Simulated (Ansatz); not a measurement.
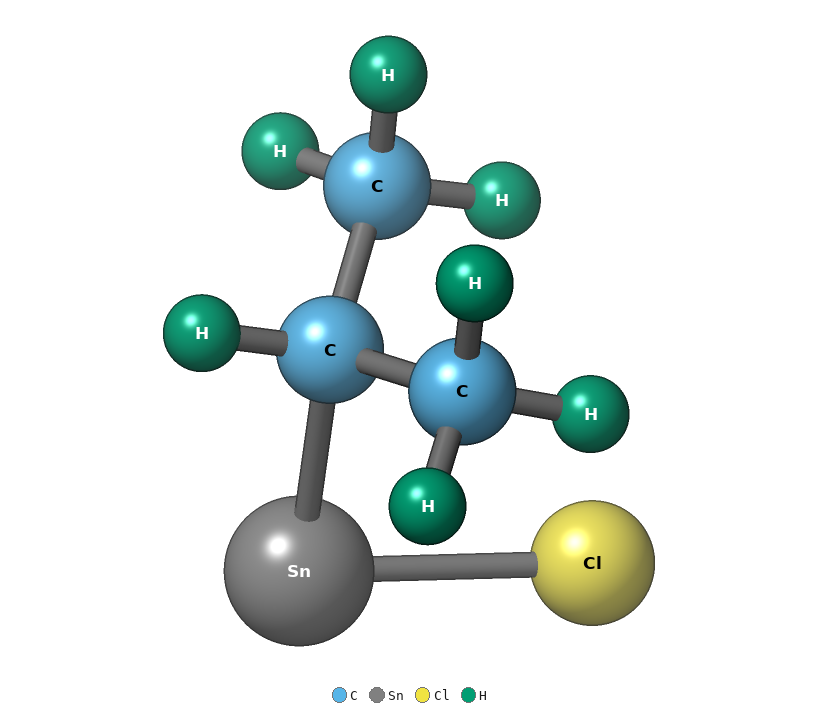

Ball-and-stick drawing of a structure. Every bond is drawn as one stick, whatever its order.

Computed geometry: PBE0-D4/def2-TZVP optimisation.

Identify the structure.

It has 12 atoms: 3 carbon, 7 hydrogen, 1 chlorine and 1 tin (C3H7ClSn). As SMILES it reads `C[CH](C)[Sn][Cl]`. The point group is Cs. Coordination: 3 C tetrahedral; 1 Sn bent.

More results for the same structure follow; atom numbers are the same in all pictures, views and colours differ.

## Electronic properties

Level of theory: RKS PBE0-D4/def2-TZVPP, core potentials on Sn (Ansatz 0.2.0).

What does the calculation give?

- HOMO energy (Kohn–Sham orbital): −6.25 eV
- LUMO energy (Kohn–Sham orbital): −2.72 eV
- HOMO–LUMO gap: 3.53 eV
- dispersion correction: −27.4 kJ/mol

## Charges

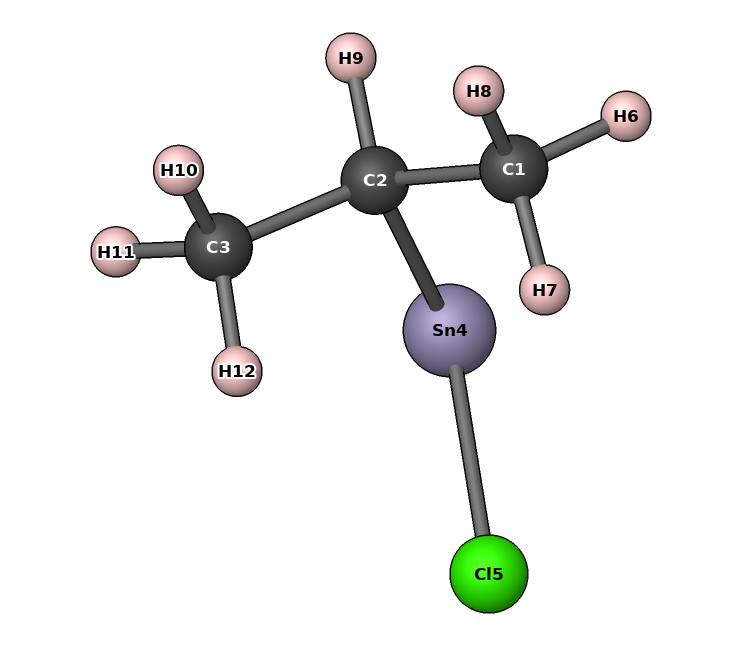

The questions are on Mulliken charges. Properties computed with RKS PBE0-D4/def2-TZVP, core potentials on Sn (Ansatz 0.2.0).

> Which atom carries the highest charge (most positive or least negative)?

Sn4 (0.61 e).

> And the lowest?

Cl5 (−0.41 e).

Give the Mulliken charges atom by atom.

| atom | value (e) |
| --- | --- |
| C1 | −0.40 |
| C2 | −0.27 |
| C3 | −0.40 |
| Sn4 | 0.61 |
| Cl5 | −0.41 |
| H6 | 0.12 |
| H7 | 0.14 |
| H8 | 0.12 |
| H9 | 0.10 |
| H10 | 0.12 |
| H11 | 0.12 |
| H12 | 0.14 |

## Vibrations

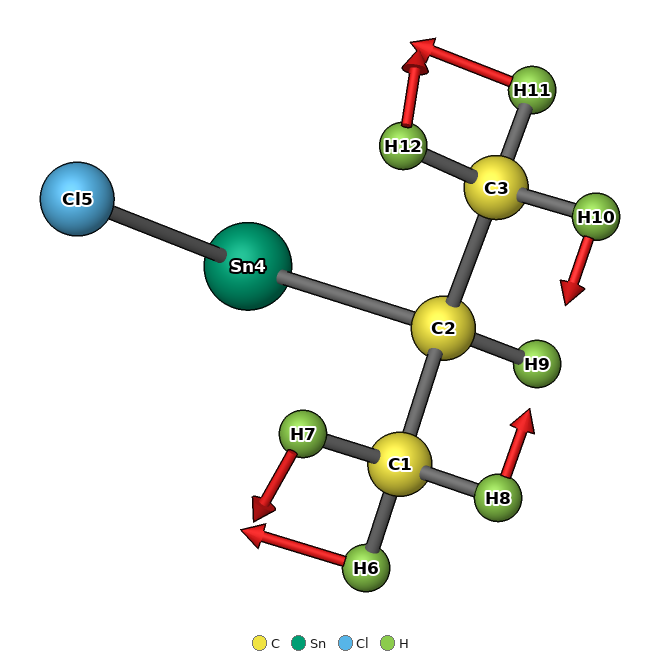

The arrows show one normal mode. Harmonic vibrations computed with RKS PBE0-D4/def2-TZVP, core potentials on Sn (Ansatz 0.2.0) at a stationary point of the same level.

> What kind of motion is it?

Mostly H–C–H bending.

> Estimate its harmonic wavenumber.

1492 cm⁻¹; it is mode 22 of 30 counted from the lowest.

Mulliken values depend strongly on the basis set and can even reverse the polarity of a bond.
